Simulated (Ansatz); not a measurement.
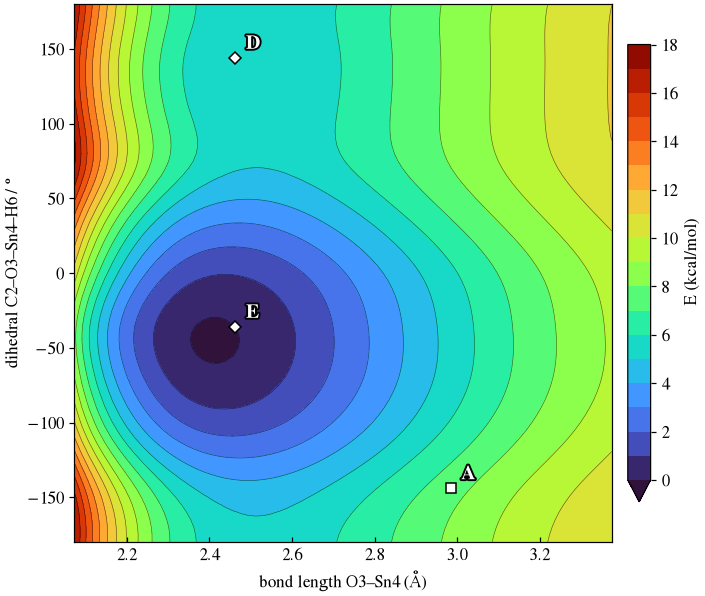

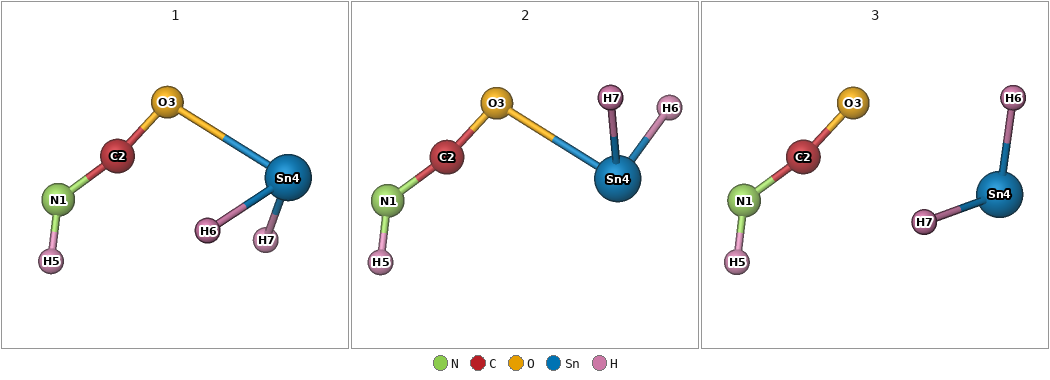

CH₃NOSn. 
- Coordinates scanned: (1) bond length O3–Sn4; (2) dihedral C2–O3–Sn4–H6.
- Nothing is relaxed (all other coordinates rigid).
- The grid has 11 × 10 points.
- Energies are in kcal/mol, from the lowest grid point.
- Level of theory: RKS SPW92 (LDA)/def2-TZVP (Ansatz 0.2.0).

Drawn: filled contours, lettered points. Between grid points the surface is interpolated. The numbered pictures are the structures at these points, in random order.

Which structure belongs to which point?

Answer. A is structure 3: bond length O3–Sn4 = 2.984 Å, dihedral C2–O3–Sn4–H6 = −144°, 7.6 kcal/mol; D is structure 2: bond length O3–Sn4 = 2.463 Å, dihedral C2–O3–Sn4–H6 = 144°, 5.1 kcal/mol; E is structure 1: bond length O3–Sn4 = 2.463 Å, dihedral C2–O3–Sn4–H6 = −36°, 0.0 kcal/mol.
